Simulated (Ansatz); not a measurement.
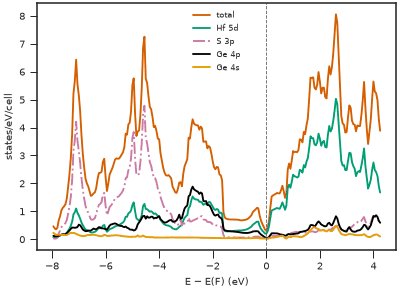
Total and projected density of states of HfGeS in space group P4/nmm (No. 129; Hf on 2c, Ge on 2a, S on 2c), r²SCAN in the plane-wave PAW code Ansatz

Task: Which orbitals carry the states next to the Fermi level?

Result: Within 0.5 eV of the Fermi level: Hf 5d 63 %, Ge 4p 18 %, S 3p 8 %. Projections are on Löwdin-orthogonalised atomic valence shells; empty p or d shells of many metals are not among them.

Task: Where is the tallest occupied peak in this window, and what makes it?

Result: Near -4.5 eV, about 7.3 states/eV per cell; the largest projected share is S 3p.

The workflow started from a Materials Project entry (that database holds measured and hypothetical structures alike); the Crystallography Open Database files this formula in space group No. 129, but the cells were not matched. Whether it is the stable phase at ambient conditions was not checked. Symmetry was held in the r²SCAN relaxation; whether a distortion lowers the energy is not shown. The run is not spin-polarised. Scalar-relativistic: spin–orbit coupling is off unless named, which matters more the heavier the elements.

Potentials: the earlier of the program's two PAW sets.
